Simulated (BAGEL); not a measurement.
# CH6BNO2 (SMILES OBNCO): a chain of runs

Aim: a single-point energy (HF/def2-SV(P)), then a single-point energy (NEVPT2(2,2)/def2-SV(P)), then the energy (CASPT2(2,2)/def2-SV(P)) of CH6BNO2. 

The results are computed with BAGEL 1.2.2.

2 further runs of the same task are left out: 2 set aside as unsound or not needed.

### 1 Starting point

The species is CH6BNO2 (11 atoms), meant as a singlet with charge 0. SMILES: `OBNCO`. One bond was lengthened or shortened from a relaxed shape.

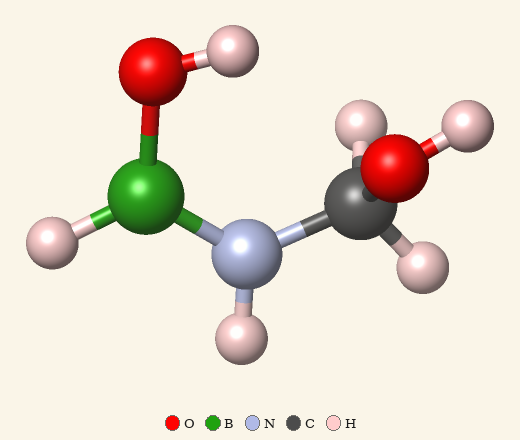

Viewed from a chosen angle; oxygen red, boron green, nitrogen light blue, carbon dark grey, hydrogen pink.

### 2 A single-point energy at HF/def2-SV(P) (density fitting with svp-jkfit) (run 1)

File hf.json:

```json
{ "bagel": [

{
  "title": "molecule",
  "basis": "def2-sv_p_.json",
  "df_basis": "svp-jkfit",
  "angstrom": true,
  "geometry": [
    { "atom": "O", "xyz": [   -0.397441,    2.030930,    0.406009 ] },
    { "atom": "B", "xyz": [   -0.151000,    0.776300,    1.310700 ] },
    { "atom": "N", "xyz": [    0.041300,   -0.514500,    0.761600 ] },
    { "atom": "C", "xyz": [   -0.074500,   -0.827100,   -0.621300 ] },
    { "atom": "O", "xyz": [    0.833500,   -0.016400,   -1.360600 ] },
    { "atom": "H", "xyz": [   -0.178041,    1.848330,   -0.515291 ] },
    { "atom": "H", "xyz": [   -0.135500,    0.915900,    2.499600 ] },
    { "atom": "H", "xyz": [    0.344000,   -1.265700,    1.354800 ] },
    { "atom": "H", "xyz": [   -1.095800,   -0.629000,   -0.978300 ] },
    { "atom": "H", "xyz": [    0.142100,   -1.890000,   -0.774600 ] },
    { "atom": "H", "xyz": [    0.672700,   -0.158500,   -2.298200 ] }
  ]
},
{
  "title": "hf"
},
{
  "title": "print",
  "file": "orbitals.molden",
  "orbitals": true
}

]}
```

The basis set def2-SV(P) is read from a file made from the Basis Set Exchange's data (not shown).

Launch:

```console
$ BAGEL_NUM_THREADS=1 BAGEL hf.json > hf.out
```

The program printed:

```text
* using 1 threads per process

  ===============================================================
  ===============================================================

  *** Geometry ***

  { "atom" : "O", "xyz" : [     -0.751055,      3.837901,      0.767246 ] },
  { "atom" : "B", "xyz" : [     -0.285349,      1.466994,      2.476864 ] },
  { "atom" : "N", "xyz" : [      0.078046,     -0.972264,      1.439215 ] },
  { "atom" : "C", "xyz" : [     -0.140785,     -1.562992,     -1.174087 ] },
  { "atom" : "O", "xyz" : [      1.575087,     -0.030992,     -2.571161 ] },
  { "atom" : "H", "xyz" : [     -0.336449,      3.492837,     -0.973759 ] },
  { "atom" : "H", "xyz" : [     -0.256058,      1.730800,      4.723559 ] },
  { "atom" : "H", "xyz" : [      0.650066,     -2.391826,      2.560201 ] },
  { "atom" : "H", "xyz" : [     -2.070762,     -1.188638,     -1.848719 ] },
  { "atom" : "H", "xyz" : [      0.268530,     -3.571582,     -1.463782 ] },
  { "atom" : "H", "xyz" : [      1.271219,     -0.299522,     -4.342969 ] },

  Number of auxiliary basis functions:      489

  Since a DF basis is specified, we compute 2- and 3-index integrals:
    o Being stored without compression. Storage requirement is 0.026 GB

  Number of basis functions:       82
  Number of electrons      :       40

    * METHOD: MOLECULE                             0.31

  *** RHF ***

  === Nuclear Repulsion ===
   173.4320939383

      * DIIS with orbital gradients will be used.

  === RHF iteration (def2-sv_p_.json) ===
      0       -269.72338027          0.02308462           0.08
      1       -269.93886919          0.01416017           0.06
      2       -270.03384803          0.00184601           0.07
      3       -270.03601904          0.00066252           0.07
      4       -270.03624129          0.00013074           0.06
      5       -270.03625449          0.00003736           0.06
      6       -270.03625597          0.00001428           0.06
      7       -270.03625621          0.00000424           0.07
      8       -270.03625623          0.00000196           0.07
      9       -270.03625623          0.00000061           0.06
     10       -270.03625623          0.00000033           0.07
     11       -270.03625623          0.00000010           0.07
     12       -270.03625623          0.00000004           0.07
     13       -270.03625623          0.00000002           0.06
     14       -270.03625623          0.00000001           0.07
    * SCF iteration converged.

    * Permanent dipole moment:
           (    0.105488,     1.660575,     0.812018) a.u.

    * METHOD: HF                                   1.22

    * METHOD: PRINT                                0.01

  ===============================================================
```

It took 2 s on 1 thread of Intel Xeon 6975P-C (Granite Rapids), shared host; peak memory 0.14 GiB.

### 3 A single-point energy at NEVPT2(2,2)/def2-SV(P) (density fitting with svp-jkfit) (run 2)

File input.json:

```json
{ "bagel" : [

{
  "title" : "molecule",
  "basis" : "def2-sv_p_.json",
  "df_basis" : "svp-jkfit",
  "angstrom" : true,
  "geometry" : [
    { "atom" : "O", "xyz" : [      -0.397441,       2.030930,       0.406009 ] },
    { "atom" : "B", "xyz" : [      -0.151000,       0.776300,       1.310700 ] },
    { "atom" : "N", "xyz" : [       0.041300,      -0.514500,       0.761600 ] },
    { "atom" : "C", "xyz" : [      -0.074500,      -0.827100,      -0.621300 ] },
    { "atom" : "O", "xyz" : [       0.833500,      -0.016400,      -1.360600 ] },
    { "atom" : "H", "xyz" : [      -0.178041,       1.848330,      -0.515291 ] },
    { "atom" : "H", "xyz" : [      -0.135500,       0.915900,       2.499600 ] },
    { "atom" : "H", "xyz" : [       0.344000,      -1.265700,       1.354800 ] },
    { "atom" : "H", "xyz" : [      -1.095800,      -0.629000,      -0.978300 ] },
    { "atom" : "H", "xyz" : [       0.142100,      -1.890000,      -0.774600 ] },
    { "atom" : "H", "xyz" : [       0.672700,      -0.158500,      -2.298200 ] }
  ]
},

{
  "title" : "hf"
},

{
  "title" : "casscf",
  "nstate" : 1,
  "nact" : 2,
  "nclosed" : 19,
  "active" : [7, 26],
  "maxiter" : 200,
  "natocc" : true
},

{
  "title" : "nevpt2",
  "nstate" : 1,
  "nact" : 2,
  "nclosed" : 19,
  "active" : [7, 26],
  "maxiter" : 200,
  "natocc" : true,
  "ncore" : 5
},

{
  "title" : "print",
  "file" : "orbitals.molden",
  "orbitals" : true
}

]}
```

The basis set def2-SV(P) is read from a file made from the Basis Set Exchange's data (not shown).

Launch:

```console
$ BAGEL_NUM_THREADS=1 BAGEL input.json > input.out
```

The program printed:

```text
* using 1 threads per process

  ===============================================================
  ===============================================================

  *** Geometry ***

  { "atom" : "O", "xyz" : [     -0.751055,      3.837901,      0.767246 ] },
  { "atom" : "B", "xyz" : [     -0.285349,      1.466994,      2.476864 ] },
  { "atom" : "N", "xyz" : [      0.078046,     -0.972264,      1.439215 ] },
[... 7 lines of this table left out ...]
  { "atom" : "H", "xyz" : [      1.271219,     -0.299522,     -4.342969 ] },

  Number of auxiliary basis functions:      489

  Since a DF basis is specified, we compute 2- and 3-index integrals:
    o Being stored without compression. Storage requirement is 0.026 GB

[... 18 lines left out ...]
    * SCF iteration converged.
[... 1 line left out ...]
    * Permanent dipole moment:
[... 27 lines left out ...]
    * Second-order optimization converged. *
[... 1 line left out ...]
     guess   0:   closed 1.                   open ..

  === FCI iteration ===

      0  0      -270.03600414     1.07e-01      0.00
      1  0      -270.05776002     3.25e-03      0.00
      2  0 *    -270.05779407     3.86e-16      0.00

     * ci vector, state   0, <S^2> = 0.0000
       2.     0.9948403069
       .2    -0.1014532594

    * METHOD: CASSCF                               6.69

    * freezing 5 orbitals

  === DF-NEVPT2 calculation ===

    * 3-index integral transformation done
    * assembly done

      NEVPT2 correlation energy:   -0.7050149209      0.24

          (+0)     -0.6289520087
          (+0)'    -0.0356729228
          (+1)     -0.0058669806
          (+1)'    -0.0000000000
          (+2)     -0.0004163018
          (-1)     -0.0295552476
          (-1)'     0.0000000000
          (-2)     -0.0045514594

      NEVPT2 total energy:       -270.7628089923

    * METHOD: NEVPT2                               0.40

    * METHOD: PRINT                                0.01

  ===============================================================
```

Run time: 9.3 s. Hardware: 1 thread of Intel Xeon 6975P-C (Granite Rapids), shared host; peak memory 0.14 GiB.

### 4 A single-point energy at CASPT2(2,2)/def2-SV(P) (density fitting with svp-jkfit) (run 3)

File job.json:

```json
{ "bagel" : [

{
  "title" : "molecule",
  "basis" : "def2-sv_p_.json",
  "df_basis" : "svp-jkfit",
  "angstrom" : true,
  "geometry" : [
    { "atom" : "O", "xyz" : [      -0.397441,       2.030930,       0.406009 ] },
    { "atom" : "B", "xyz" : [      -0.151000,       0.776300,       1.310700 ] },
    { "atom" : "N", "xyz" : [       0.041300,      -0.514500,       0.761600 ] },
    { "atom" : "C", "xyz" : [      -0.074500,      -0.827100,      -0.621300 ] },
    { "atom" : "O", "xyz" : [       0.833500,      -0.016400,      -1.360600 ] },
    { "atom" : "H", "xyz" : [      -0.178041,       1.848330,      -0.515291 ] },
    { "atom" : "H", "xyz" : [      -0.135500,       0.915900,       2.499600 ] },
    { "atom" : "H", "xyz" : [       0.344000,      -1.265700,       1.354800 ] },
    { "atom" : "H", "xyz" : [      -1.095800,      -0.629000,      -0.978300 ] },
    { "atom" : "H", "xyz" : [       0.142100,      -1.890000,      -0.774600 ] },
    { "atom" : "H", "xyz" : [       0.672700,      -0.158500,      -2.298200 ] }
  ]
},

{ "title" : "hf" },

{ "title" : "casscf", "nstate" : 1, "nact" : 2, "nclosed" : 19, "active" : [7, 26], "maxiter" : 200, "natocc" : true },

{ "title" : "print", "file" : "orbitals.molden", "orbitals" : true },

{ "title" : "smith", "method" : "caspt2", "ms" : true, "xms" : true, "sssr" : true, "shift" : 0.2, "shift_imag" : true, "ncore" : 5 }

]}
```

The basis set def2-SV(P) is read from a file made from the Basis Set Exchange's data (not shown).

Launch:

```console
$ BAGEL_NUM_THREADS=1 BAGEL job.json > job.out
```

The program printed:

```text
* using 1 threads per process

  ===============================================================
  ===============================================================

  *** Geometry ***

  { "atom" : "O", "xyz" : [     -0.751055,      3.837901,      0.767246 ] },
  { "atom" : "B", "xyz" : [     -0.285349,      1.466994,      2.476864 ] },
  { "atom" : "N", "xyz" : [      0.078046,     -0.972264,      1.439215 ] },
[... 7 lines of this table left out ...]
  { "atom" : "H", "xyz" : [      1.271219,     -0.299522,     -4.342969 ] },

  Number of auxiliary basis functions:      489

  Since a DF basis is specified, we compute 2- and 3-index integrals:
    o Being stored without compression. Storage requirement is 0.026 GB

[... 18 lines left out ...]
    * SCF iteration converged.
[... 1 line left out ...]
    * Permanent dipole moment:
[... 27 lines left out ...]
    * Second-order optimization converged. *
[... 9 lines left out ...]
     * ci vector, state   0, <S^2> = 0.0000
[... 16 lines left out ...]
    * Zeroth order energy : state  0       -1.4777761588
[... 4 lines left out ...]
       #      aibj      arbs      arbi      airj      risj      airs      arst      rist         Etot      error   time
[... 2 lines left out ...]
       0  -0.62794  -0.00531  -0.03004  -0.00635  -0.00055  -0.03114  -0.00000  -0.00000   -0.7013320  0.0020502   0.21
       1  -0.62828  -0.00537  -0.03027  -0.00650  -0.00060  -0.03196  -0.00000  -0.00000   -0.7029815  0.0003619   0.22
       2  -0.62834  -0.00538  -0.03023  -0.00650  -0.00060  -0.03201  -0.00000  -0.00000   -0.7030580  0.0000754   0.21
       3  -0.62833  -0.00538  -0.03023  -0.00649  -0.00060  -0.03202  -0.00000  -0.00000   -0.7030605  0.0000170   0.20
       4  -0.62833  -0.00538  -0.03023  -0.00649  -0.00060  -0.03203   0.00000  -0.00000   -0.7030606  0.0000040   0.21
       5  -0.62833  -0.00538  -0.03023  -0.00649  -0.00060  -0.03203   0.00000  -0.00000   -0.7030606  0.0000009   0.29

      ------------------------------------------------------------------------------------------------------------------

    * CASPT2 energy : state  0     -270.7635721278
        w/o shift correction       -270.7608546868
        reference weight              0.8310276237

    * METHOD: SMITH                                1.72

  ===============================================================
```

Wall time 11 s (1 thread of Intel Xeon 6975P-C (Granite Rapids), shared host); peak memory 0.24 GiB.

### 5 Results

| quantity | value |
| --- | --- |
| run 1, HF/def2-SV(P): total energy | -270.03626 Eh |
| run 1, HF/def2-SV(P): dipole moment | 4.71 D |
| run 1, HF/def2-SV(P): HOMO energy | -11.37 eV |
| run 1, HF/def2-SV(P): LUMO energy | 4.03 eV |
| run 1, HF/def2-SV(P): HOMO–LUMO gap | 15.40 eV |
| run 2, NEVPT2(2,2)/def2-SV(P): total energy | -270.76281 Eh |
| run 3, CASPT2(2,2)/def2-SV(P): total energy | -270.76357 Eh |
